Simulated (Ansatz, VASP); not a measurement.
**HfTi2 in two plane-wave programs**

Wanted: the spread between two codes on one cell, functional and k mesh. The cell is invented: other elements were put on sites of a known structure type. It may not be a known or stable phase. The cell comes out of the VASP series on this material, whose earlier steps may have relaxed, scaled or displaced it; both programs get it as it stands.

Calculated with Ansatz 0.2.0; plane waves, with VASP 6.6.1 beside it; band structure at LDA, single point at LDA and electric field gradients at LDA.

## 1. The starting structure

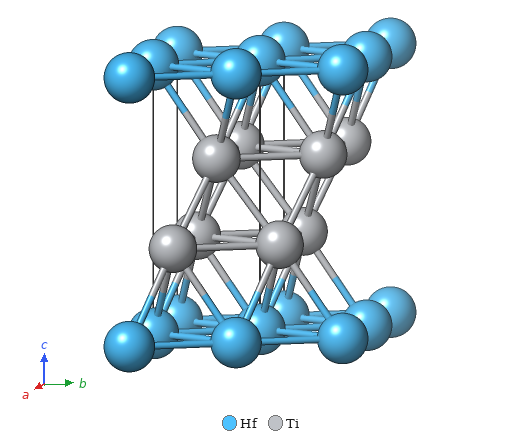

The cell as given, slightly off an axis (hafnium blue, titanium light grey). 2×2×1 cells are drawn. Some periodic images of atoms are drawn too.

## 2. Ansatz: band structure, LDA

Ansatz runs on its default PAW (the set named soft_2) files.

The same path points are solved in both programs, so levels can be compared one by one.

The input, input.yaml:

```yaml
crystal:
  lattice:
    - [2.9294273259, -6.0e-10, 0.0]
    - [-1.4647136588, 2.5369584841, 0.0]
    - [0.0, 0.0, 7.0884184279]
  atoms:
    - { symbol: Hf, position: [0.0, 0.0, 0.0] }
    - { symbol: Ti, position: [0.66666667, 0.33333333, 0.3428803871] }
    - { symbol: Ti, position: [0.33333333, 0.66666667, 0.6571196129] }
hamiltonian:
  xc: lda
  pseudopotentials: { kind: paw }
kpoints:
  mp_grid: { grid: [8, 8, 3] }
  band_path:
    path:
      - [0.0, 0.0, 0.0]
      - [0.13333, 0.0, 0.0]
      - [0.3, 0.0, 0.0]
      - [0.46667, 0.0, 0.0]
      - [0.46667, 0.06667, 0.0]
      - [0.41111, 0.17778, 0.0]
      - [0.35556, 0.28889, 0.0]
      - [0.28889, 0.28889, 0.0]
      - [0.17778, 0.17778, 0.0]
      - [0.06667, 0.06667, 0.0]
      - [0.0, 0.0, 0.03333]
      - [0.0, 0.0, 0.2]
      - [0.0, 0.0, 0.36667]
      - [0.0, 0.0, 0.5]
      - [0.16667, 0.0, 0.5]
      - [0.3, 0.0, 0.5]
      - [0.46667, 0.0, 0.5]
      - [0.46667, 0.06667, 0.5]
      - [0.41111, 0.17778, 0.5]
      - [0.35556, 0.28889, 0.5]
      - [0.28889, 0.28889, 0.5]
      - [0.17778, 0.17778, 0.5]
      - [0.06667, 0.06667, 0.5]
      - [0.5, 0.0, 0.46667]
      - [0.5, 0.0, 0.3]
      - [0.5, 0.0, 0.13333]
      - [0.33333, 0.33333, 0.0]
      - [0.33333, 0.33333, 0.16667]
      - [0.33333, 0.33333, 0.33333]
      - [0.33333, 0.33333, 0.5]
    npoints: 1
scf:
  occupations: { method: methfessel_paxton, width: 0.2 }
  n_extra_bands: 7
output:
  forces: true
  stress: true
  eigenvalues: true
```

Command:

```bash
ansatz run input.yaml --threads 2 --pin off --max-ram 4608MiB --backend cpu --events-out ev --progress --plain --runs-dir out
```

Numbers of over 12 decimals in the logs are rounded to 6 here.

What it wrote:

```text
Warning: the atoms were moved onto the symmetric positions of the space group found under crystal.symmetry.tolerance 1.0e-5 (fractional; no operation is sought that the atoms, as they stand in a round, miss by more than twice it, and no atom is moved by as much as it), and the run uses the moved positions. Before a round's move an operation carried an atom to 2.93e-8 Å from where it should land, the largest such dist [...]
scf.n_extra_bands = 7 over 25 filled bands (N_el = 50.0): the run solves 32 bands
Engine: ansatz 0.2.0, x86_64-unknown-linux-gnu
Pseudopotentials: kind: paw
Pseudopotential: Hf, paw, valence charge 26, recommended cutoff 420 eV (normal), Hf.paw.azcp
Pseudopotential: Ti, paw, valence charge 12, recommended cutoff 420 eV (normal), Ti.paw.azcp
Functional definition: SPW92
  exchange = slater_x
  correlation = pw_c
Crystal: 3 atoms, lattice volume = 52.680 Å³
Basis set: ecut = 420 eV, 1019 PW (Γ)
Bands: 32, of which v1, the nominal top of the filled ones, is band 25 counted from 1 (24 counted from 0)
Symmetry: 12 space group operations
Space group: P-3m1 (ITA 164), of the structure as read, at distance tolerance 3.7e-5 Å
k-points: 25 of 192
Non-local potential: Hf, projectors of the file, l = 0: 3, l = 1: 2, l = 2: 2, l = 3: 3
Non-local potential: Ti, projectors of the file, l = 0: 3, l = 1: 2, l = 2: 3, l = 3: 1
PAW form: soft (Blöchl's): semilocal exchange-correlation on the pseudo side does not see the compensation charge
PAW frozen core: Hf, regenerated for the run's functional, and the local potential with it (the file was generated under x = pbe(κ = 0.804, μ = 0.219515), c = pbe(β = 0.066725))
PAW frozen core: Ti, regenerated for the run's functional, and the local potential with it (the file was generated under x = pbe(κ = 0.804, μ = 0.219515), c = pbe(β = 0.066725))
PAW one-centre angular grid: Hf, 590 points (default); XC on 64 Gauss nodes
PAW one-centre angular grid: Ti, 590 points (default); XC on 64 Gauss nodes
Initial density: superposition of atomic densities (neutral atoms: chi_scale 0, normalization atom), corrected by the library's trained network
Initial wavefunctions: pseudopotential atomic-orbital guess
Functional: x = slater, c = lda
SCF iter   1: F=—  HF=-20377.146196 eV  |F-HF|=—  |Δ(HF+E_count)|=         —  Δρ=6.40e-3  dr2=1.82e-2  ethr=1.77e-3  ⟨swp⟩=3.7  Hψ=2484  notcnv=0
preconditioner: auto → Kerker (q_TF=auto, 2.705 Å⁻¹)  [metal: Δε(μ)=0.014 eV  Ē_g=18.673 eV  σ=0.200 eV  W_gap=0.06  n_scr=24 (ndim 8)  ℏωp=33.9 eV  f_vac=0.000  D(μ)=5.07/eV (n_scr^D=50)]
SCF iter   2: F=—  HF=-20377.145450 eV  |F-HF|=—  |Δ(HF+E_count)|=   7.45e-4  S|Δr|=    0.00e0  Δρ=3.61e-3  dr2=4.48e-3  ethr=3.64e-5  ⟨swp⟩=1.0  Hψ=1000  notcnv=0
SCF iter   3: F=—  HF=-20377.145714 eV  |F-HF|=—  |Δ(HF+E_count)|=   2.64e-4  S|Δr|=    0.00e0  Δρ=8.76e-4  dr2=4.31e-4  ethr=8.96e-6  ⟨swp⟩=2.0  Hψ=976  notcnv=0
SCF iter   4: F=—  HF=-20377.145431 eV  |F-HF|=—  |Δ(HF+E_count)|=   2.83e-4  S|Δr|=    0.00e0  Δρ=3.65e-4  dr2=6.01e-5  ethr=8.61e-7  ⟨swp⟩=2.0  Hψ=1391  notcnv=0
SCF iter   5: F=—  HF=-20377.145431 eV  |F-HF|=—  |Δ(HF+E_count)|=   4.26e-7  S|Δr|=    0.00e0  Δρ=6.31e-5  dr2=1.67e-6  ethr=1.20e-7  ⟨swp⟩=2.0  Hψ=1111  notcnv=0
SCF iter   6: F=-20377.145431 eV  HF=-20377.145431 eV  |F-HF|=1.62e-8  |Δ(HF+E_count)|=   2.91e-7  S|Δr|=    0.00e0  Δρ=1.12e-5  dr2=5.07e-8  ethr=2.00e-10  ⟨swp⟩=5.3  Hψ=3784  notcnv=0
SCF 1 converged in 6 iterations: F = -20377.145431 eV  dr2 = 5.07e-8
  greatest PAW one-centre occupation: 0.999 electrons in one spin orbital (limit 2), on the Ti atom at site 2 (counted from 0), in its partial waves of l = 0
NSCF: frozen V_eff on 30 k-points
SCF converged after 6 iterations
Stability not checked: this state was not tested for a lower state beside it, because cold or Methfessel-Paxton smearing, or corrected tetrahedra, fill the levels in a way that the test cannot read (fill_not_monotonic; see scf.lower_state_search)
Free energy (F): -20377.145431 eV
Harris-Foulkes:  -20377.145431 eV  (|F-HF|=1.62e-8)
Internal energy: -20377.141532 eV  (E = F + TS)
E sigma→0 (E₀):  -20377.144456 eV
Entropy (-TS):   -0.003898 eV (-1.299 meV/atom)
Fermi energy:    16.970295 eV
--- Per-component energies (eV) ---
  E_band       = -246.739512
  E_kinetic    = 978.330678
  E_local      = -7681.505456  (includes V_loc(G=0)·N_el)
  E_nonlocal   = -1207.352058
  E_hartree    = 3555.598510
  E_xc         = -493.599378
  E_vxc        = -513.322261  (∫ρ·V_xc dr)
  E_paw        = -8685.994480  (= ΣΔE_a)
  E_vpaw       = 1065.913503  (= ΣTr[D̂ρ^β])
  E_aug_tail   = 0.000202  (compensation charges beyond the density's cutoff)
  E_ewald      = -6845.728692
  E_core_change = 3.109143  (= ΣΔE_core)
  E_smearing   = -0.003898  (= −TS)
  E_closure    = 0.000000  (closes the sum)
  Σ components = -20377.145431   (vs F -20377.145431, Δ=0.00e0)
--- Forces (eV/Å), atoms counted from 1 ---
  atom   1  Hf    -0.00000000    -0.00000000     0.00000000
  atom   2  Ti     0.00000000    -0.00000000     0.00765318
  atom   3  Ti    -0.00000000     0.00000000    -0.00765318
  max |Σ_I F_I| component: 1.16e-18 eV/Å
--- Stress (GPa, compression-positive) ---
        0.478822       0.000000       0.000000
        0.000000       0.478822       0.000000
        0.000000       0.000000       0.596418
  P = ⅓ Tr σ = 0.5180 GPa (5.180 kbar)
--- Band table (eV; the first three rows and the last of 25) ---
  k-point 0: bands = [... 21 lower, 13.7676, 16.9756, 17.2384, 17.7920, 17.7920, 17.8149, 17.8149, 18.0561, ... 3 higher]
  k-point 1: bands = [... 21 lower, 13.8884, 17.0982, 17.6816, 17.7072, 17.7072, 17.9114, 17.9114, 18.0138, ... 3 higher]
  k-point 2: bands = [... 21 lower, 14.0947, 16.5900, 16.8930, 17.4966, 17.5260, 17.8761, 17.9586, 18.0951, ... 3 higher]
  k-point 24: bands = [... 21 lower, 15.4769, 15.7733, 16.0306, 16.2589, 16.5312, 17.2239, 17.4719, 18.8986, ... 3 higher]
```

Wall time 5 s (2 threads of AMD EPYC 7R43, shared host); peak memory 0.38 GiB; 6.1 s of CPU time.

## 3. VASP: band structure, LDA

The same cell, functional (in two slightly different forms), mesh and smearing now go to VASP, with its own data sets and cutoff.

Lines of VASP's logs that name or quote its potential files are left out, and so is its time.

The input, INCAR:

```
SYSTEM = HfTi2
PREC = Accurate
ENCUT = 400
EDIFF = 1E-06
NELM = 100
ISMEAR = 1
SIGMA = 0.2
LREAL = .FALSE.
ALGO = Normal
GGA = CA
LORBIT = 11
LWAVE = .FALSE.
LCHARG = .FALSE.
```

The input, POSCAR:

```
HfTi2
1.0
    2.9294273259     -0.0000000006      0.0000000000
   -1.4647136588      2.5369584841      0.0000000000
    0.0000000000      0.0000000000      7.0884184279
Hf Ti
1 2
Direct
    0.0000000000      0.0000000000      0.0000000000
    0.6666666700      0.3333333300      0.3428803871
    0.3333333300      0.6666666700      0.6571196129
```

The input, KPOINTS:

```
Automatic mesh
0
Gamma
8 8 3
0 0 0
```

The input, KPOINTS_OPT:

```
Line mode
16
Line-mode
Reciprocal
  0.00000000   0.00000000   0.00000000 GAMMA
  0.50000000   0.00000000   0.00000000 M

  0.50000000   0.00000000   0.00000000 M
  0.33333333   0.33333333   0.00000000 K

  0.33333333   0.33333333   0.00000000 K
  0.00000000   0.00000000   0.00000000 GAMMA

  0.00000000   0.00000000   0.00000000 GAMMA
  0.00000000   0.00000000   0.50000000 A

  0.00000000   0.00000000   0.50000000 A
  0.50000000   0.00000000   0.50000000 L

  0.50000000   0.00000000   0.50000000 L
  0.33333333   0.33333333   0.50000000 H

  0.33333333   0.33333333   0.50000000 H
  0.00000000   0.00000000   0.50000000 A

  0.50000000   0.00000000   0.50000000 L
  0.50000000   0.00000000   0.00000000 M

  0.33333333   0.33333333   0.00000000 K
  0.33333333   0.33333333   0.50000000 H
```

Potentials, in the order of the species: Hf_pv and Ti_sv (LDA family, release 64).

Command:

```bash
mpirun -np 1 vasp_std
```

What it wrote:

```text
[banner, memory and clock lines left out]
running    1 mpi-ranks, on    1 nodes
 distrk:  each k-point on    1 cores,    1 groups
 distr:  one band on    1 cores,    1 groups

 POSCAR found type information on POSCAR HfTi
 POSCAR found :  2 types and       3 ions
 LDA part: xc-table for (Slater(with rela. corr.)+CA(PZ))
 , standard interpolation
 POSCAR, INCAR and KPOINTS ok, starting setup
 FFT: planning ... GRIDC
 FFT: planning ... GRID_SOFT
 FFT: planning ... GRID
 WAVECAR not read
 entering main loop
       N       E                     dE             d eps       ncg     rms          rms(c)
DAV:   1     0.312396619491E+03    0.31240E+03   -0.16025E+04  1082   0.158E+03
DAV:   2     0.864284103613E+01   -0.30375E+03   -0.29884E+03  1075   0.480E+02
DAV:   3    -0.272693413138E+02   -0.35912E+02   -0.34679E+02  2052   0.130E+02
DAV:   4    -0.300206776369E+02   -0.27513E+01   -0.27263E+01  1412   0.305E+01
DAV:   5    -0.301658523956E+02   -0.14517E+00   -0.14507E+00  1611   0.666E+00    0.625E+01
DAV:   6    -0.297534327033E+02    0.41242E+00   -0.30194E+01  1486   0.488E+01    0.107E+01
DAV:   7    -0.310437684309E+02   -0.12903E+01   -0.59750E+01  1501   0.338E+01    0.515E+01
DAV:   8    -0.275479431220E+02    0.34958E+01   -0.12000E+01  1468   0.255E+01    0.122E+01
DAV:   9    -0.274665822304E+02    0.81361E-01   -0.20202E+00  1652   0.739E+00    0.256E+00
DAV:  10    -0.274636093106E+02    0.29729E-02   -0.19531E-01  1424   0.323E+00    0.814E-01
DAV:  11    -0.274660909147E+02   -0.24816E-02   -0.37724E-02  1491   0.130E+00    0.627E-01
DAV:  12    -0.274631907914E+02    0.29001E-02   -0.21200E-02  1477   0.820E-01    0.217E-01
DAV:  13    -0.274631643457E+02    0.26446E-04   -0.63168E-04  1386   0.166E-01    0.140E-01
DAV:  14    -0.274631730891E+02   -0.87434E-05   -0.26696E-05  1547   0.308E-02    0.154E-01
DAV:  15    -0.274631468364E+02    0.26253E-04   -0.12685E-04  1380   0.604E-02    0.777E-02
DAV:  16    -0.274631447745E+02    0.20618E-05   -0.13659E-05  1473   0.322E-02    0.720E-02
DAV:  17    -0.274631433624E+02    0.14121E-05   -0.38177E-06  1054   0.147E-02    0.338E-02
DAV:  18    -0.274631436449E+02   -0.28251E-06   -0.14441E-06   786   0.882E-03
   1 F= -.27463144E+02 E0= -.27462011E+02  d E =-.339748E-02
 Start KPOINTS_OPT (optional k-point list driver)
k-point batch [1-25\144]
       N       E                     dE             ncg
DAV:   1    -0.553813366331E+04   -0.26358E+05     1066
DAV:   2    -0.130754761288E+05   -0.75373E+04     1085
DAV:   3    -0.139753887601E+05   -0.89991E+03     2046
DAV:   4    -0.140488401623E+05   -0.73451E+02     1449
DAV:   5    -0.140534933444E+05   -0.46532E+01     1670
DAV:   6    -0.140536129370E+05   -0.11959E+00     1455
DAV:   7    -0.140536347525E+05   -0.21816E-01     1672
DAV:   8    -0.140536383039E+05   -0.35513E-02     1415
DAV:   9    -0.140536390999E+05   -0.79601E-03     1149
DAV:  10    -0.140536392759E+05   -0.17605E-03      930
DAV:  11    -0.140536393140E+05   -0.38071E-04      820
DAV:  12    -0.140536393230E+05   -0.90100E-05      780
DAV:  13    -0.140536393252E+05   -0.21529E-05      795
DAV:  14    -0.140536393259E+05   -0.76324E-06      785
[...]
k-point batch [126-144\144]
       N       E                     dE             ncg
DAV:   1     0.293188080304E+04   -0.30309E+05      846
DAV:   2    -0.242539003650E+04   -0.53573E+04      818
DAV:   3    -0.303740852267E+04   -0.61202E+03     1501
DAV:   4    -0.309761733610E+04   -0.60209E+02     1119
DAV:   5    -0.310234051785E+04   -0.47232E+01     1190
DAV:   6    -0.310240433406E+04   -0.63816E-01     1118
DAV:   7    -0.310240590975E+04   -0.15757E-02     1181
DAV:   8    -0.310240594556E+04   -0.35808E-04     1110
DAV:   9    -0.310240594627E+04   -0.71502E-06      696
```

OUTCAR, selected parts (step 3):

```text
ion  position               nearest neighbor table
   1  0.000  0.000  0.000-   2 2.96   3 2.96   3 2.96   2 2.96   2 2.96   3 2.96
   2  0.667  0.333  0.343-   3 2.80   3 2.80   3 2.80   1 2.96   1 2.96   1 2.96
   3  0.333  0.667  0.657-   2 2.80   2 2.80   2 2.80   1 2.96   1 2.96   1 2.96

  LATTYP: Found a hexagonal cell.
 ALAT       =     2.9294273259
 C/A-ratio  =     2.4197283767

 Subroutine GETGRP returns: Found 12 space group operations
 (whereof 12 operations were pure point group operations)

The static configuration has the point symmetry D_3d.

 Found     25 irreducible k-points:

   k-points           NKPTS =     25   k-points in BZ     NKDIM =     25   number of bands    NBANDS=     21

   dimension x,y,z NGX =    20 NGY =   20 NGZ =   48
   dimension x,y,z NGXF=    40 NGYF=   40 NGZF=   96

   ENCUT  =  400.0 eV  29.40 Ry    5.42 a.u.   4.78  4.78 11.56*2*pi/ulx,y,z

   NELECT =      34.0000    total number of electrons

 k-points in reciprocal lattice and weights: Automatic mesh
   0.00000000  0.00000000  0.00000000       0.005
   0.12500000 -0.00000000  0.00000000       0.031
   0.25000000 -0.00000000  0.00000000       0.031
   0.37500000  0.00000000  0.00000000       0.031
   0.50000000 -0.00000000  0.00000000       0.016
   0.12500000  0.12500000  0.00000000       0.031
   0.25000000  0.12500000  0.00000000       0.062
   0.37500000  0.12500000  0.00000000       0.062
   0.25000000  0.25000000  0.00000000       0.031
[...]
0.25000000  0.25000000  0.33333333       0.062
   0.37500000  0.25000000  0.33333333       0.062

 average (electrostatic) potential at core
       1 -34.3047       2 -73.0339       3 -73.0339

 E-fermi :   7.4266

 k-point     1 :       0.0000    0.0000    0.0000
  band No.  band energies     occupation
    ...
     11     -21.8075      2.00000
     12       0.6598      2.00000
     13       3.3146      2.00000
     14       4.2392      2.00000
     15       7.4358      0.92208
     16       7.7044     -0.06434
     17       8.2464     -0.00000
     18       8.2464     -0.00000
     19       8.2676     -0.00000
     20       8.2678     -0.00000
    ...

 k-point     2 :       0.1250   -0.0000    0.0000
  band No.  band energies     occupation
    ...
     12       1.1999      2.00000
     13       3.8132      2.00000
     14       4.5655      2.00000
     15       7.0467      2.02180
     16       7.3544      1.56926
     17       7.9496     -0.00137
     18       7.9781     -0.00068
     19       8.3271     -0.00000
     20       8.4126     -0.00000
     21       8.6007     -0.00000

 k-point     3 :       0.2500   -0.0000    0.0000
  band No.  band energies     occupation
    ...
     14       5.2179      2.00000
     15       6.2241      2.00000
     16       7.0671      2.02906
     17       7.2873      1.91732
     18       7.3953      1.26152
     19       8.0489     -0.00010
     20       8.6110     -0.00000
     21       8.7612     -0.00000

  Total       -0.0194153     -0.0194153     -0.0156913     -0.0000000      0.0000000     -0.0000000
  in kB       -0.5904849     -0.5904849     -0.4772246     -0.0000000      0.0000000     -0.0000000
  external PRESSURE =      -0.5527314 kB  Pullay stress =       0.0000000 kB

  energy-cutoff  :      400.00
  volume of cell :       52.68
      direct lattice vectors                 reciprocal lattice vectors
     2.929427326 -0.000000001  0.000000000     0.341363649  0.197086394  0.000000000
    -1.464713659  2.536958484  0.000000000     0.000000000  0.394172789  0.000000000
     0.000000000  0.000000000  7.088418428     0.000000000  0.000000000  0.141075193

 POSITION                                       TOTAL-FORCE (eV/Angst)
 -----------------------------------------------------------------------------------
      0.00000      0.00000      0.00000        -0.000000      0.000000     -0.000000
      1.46471      0.84565      2.43048         0.000000      0.000000     -0.002659
     -0.00000      1.69131      4.65794        -0.000000     -0.000000      0.002659
 -----------------------------------------------------------------------------------
    total drift:                                0.000000      0.000000      0.000000

  FREE ENERGIE OF THE ION-ELECTRON SYSTEM (eV)
  ---------------------------------------------------
  free  energy   TOTEN  =       -27.4631436449 eV

  energy  without entropy=      -27.4597461690  energy(sigma->0) =      -27.46201115

 total charge
# of ion       s       p       d       tot
------------------------------------------
    1        0.439   6.414   1.829   8.682
    2        2.251   6.119   1.962  10.331
    3        2.251   6.119   1.962  10.331
--------------------------------------------------
tot          4.940  18.651   5.753  29.344

[... 3 further parts left out ...]
```

The run ends at a pressure of -0.06 GPa, with forces up to 0.0027 eV/Å.

## 4. Comparison

Known differences besides the PAW data sets themselves: the two LDA forms differ slightly; the data sets hold 50 valence electrons in Ansatz (default PAW (the set named soft_2) files) and 34 in VASP; the cutoff is 420 eV in Ansatz and 400 eV in VASP; Ansatz makes its cores anew for this functional, VASP keeps those of its LDA data sets. Total energies have different zeros and are not compared.

The two programs side by side:

```tsv
quantity	Ansatz	VASP	difference
pressure (GPa)	0.52	-0.06	+0.57
```

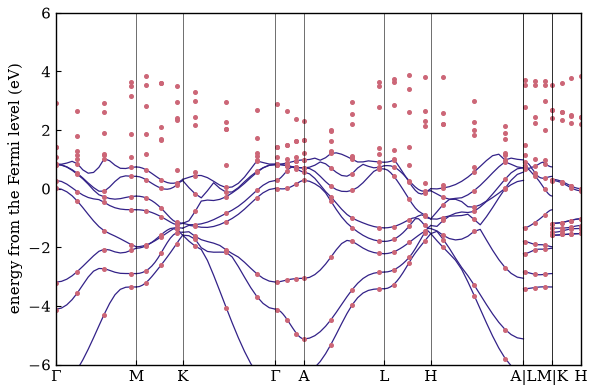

Bands from VASP (lines) and levels from Ansatz (dots). Dots without a line are higher empty bands that the VASP plot leaves out.

At this near-relaxed geometry the largest component of a force difference is 10 meV/Å. Levels from 3 eV below to 2 eV above the Fermi level differ by 6 meV r.m.s. and 15 meV at most; each VASP level is matched to the nearest of Ansatz, which flatters the figure a little.

(Continued in part 2 of 2.)

[Lines on the potential files, build, host, timing and source positions are cut from VASP's logs without a mark.]

[Logs are printed without paths, hosts, clocks, repeated set-up lines and the standing remarks that a program may print on its own settings, such as how far it seeks lower states.]

[Hosts, paths, dates, database ids (printed as entryN), source tags and the programs' standing remarks are cut or masked in the printed files.]
